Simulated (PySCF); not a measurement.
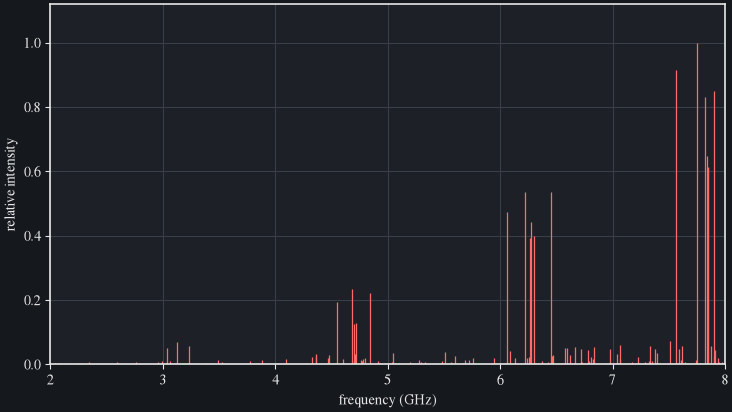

C₃H₇BO₅S, SMILES O=S(=O)(O)[C@H]1CCOBO1. Simulated rotational absorption lines between 2 and 8 GHz at 10 K: rigid rotor with the equilibrium constants and dipole of one optimised conformer (PBE0-D3(BJ)/def2-SVP, PySCF), commonest isotopes; no centrifugal distortion, hyperfine structure, internal rotation or nuclear-spin weights; lines within 1 MHz of each other are summed.

What are the rotational constants, and what kind of rotor is it?

Rotational constants A, B, C = 2.511, 0.8328, 0.7334 GHz; Ray's κ = −0.89, an asymmetric top on the prolate side.

Which dipole components drive the lines?

|μa|, |μb|, |μc| = 3.07, 0.82, 0.25 D; a-type lines carry 85 % of the intensity in this range.

Note: coarse grid, loose stop and no frequency check, small forces are noise and the end may be a saddle.
